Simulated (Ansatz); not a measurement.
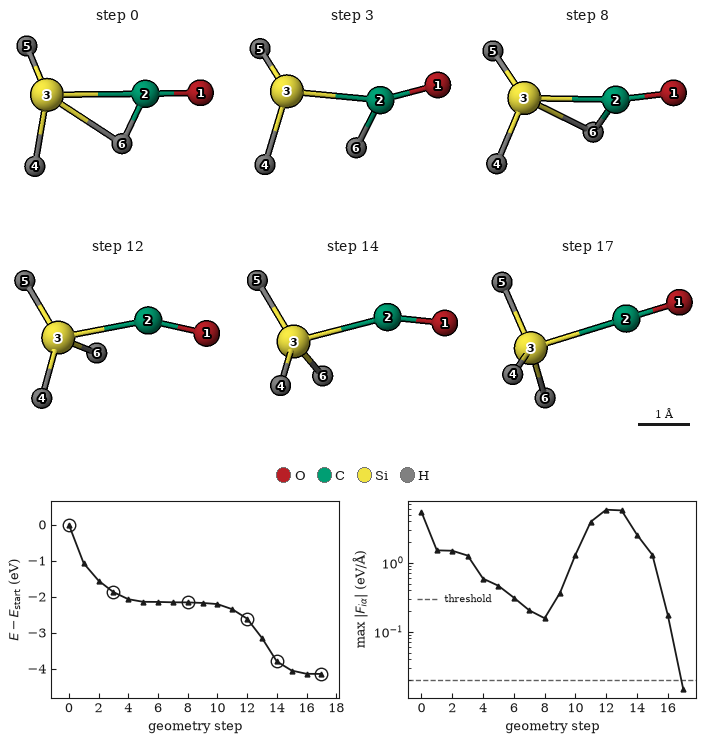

Frames of a relaxation of CH$_{3}$OSi (charge +1), marked on the history of the run. The picture is a ball-and-stick view, seen at a tilt.

The run prepares an end point of a later path (hydrogen shift) calculation, from a guessed geometry.

Computed with Ansatz, RKS B3LYP/def2-SVP.

Input file:
```yaml
crystal:
  periodic: [false, false, false]
  atoms:
    - { symbol: O, position_ang: [1.00644, -1.87197, 0.97947] }
    - { symbol: C, position_ang: [0.52654, -0.99021, 0.51333] }
    - { symbol: Si, position_ang: [-0.32064, 0.59701, -0.31209] }
    - { symbol: H, position_ang: [-1.44413, -0.0812, -0.94976] }
    - { symbol: H, position_ang: [0.80393, 1.0041, -1.14797] }
    - { symbol: H, position_ang: [-0.4479, -1.16215, 0.05616] }
total_charge: 1
basis:
  gaussian: { orbitals: def2-SVP }
hamiltonian:
  xc: b3lyp
relax:
  f_tol: 0.02
  max_steps: 50
```

Launched with:
```bash
ansatz run input.yaml --threads 1 --pin off --max-ram 2048MiB --backend cpu --events-out ev --progress --plain --runs-dir out
```

What happens along the run?

Answer. After 17 geometry steps the energy has fallen by 4.144 eV. The largest force component goes from 5.5 to 0.015 eV/Å. H6 moves most after the best rigid fit: 1.65 Å. Largest moves by element: H 1.65 Å, Si 0.77 Å, O 0.75 Å, C 0.31 Å. Among the contacts that change: C2–H6 1.090 → 2.675 Å, Si3–H6 1.802 → 1.478 Å, C2–Si3 1.979 → 2.016 Å, Si3–H4 1.459 → 1.478 Å. Bonds break: C2–H6 (1.09 → 2.68 Å). Among the angles between lasting bonds that change: C2–Si3–H6 33.1° → 98.8°, H4–Si3–H6 65.2° → 117.7°. The run took 17 s on 1 thread of Intel(R) Xeon(R) 6975P-C (Granite Rapids), with other jobs on the host, peak memory 0.14 GiB. From step 0 to 3: H6 moves most (0.58 Å), energy −1.872 eV. From step 3 to 8: H6 moves most (0.43 Å), energy −0.286 eV. From step 8 to 12: H6 moves most (0.51 Å), energy −0.451 eV. From step 12 to 14: H6 moves most (0.39 Å), energy −1.187 eV. From step 14 to 17: H6 moves most (0.39 Å), energy −0.348 eV.
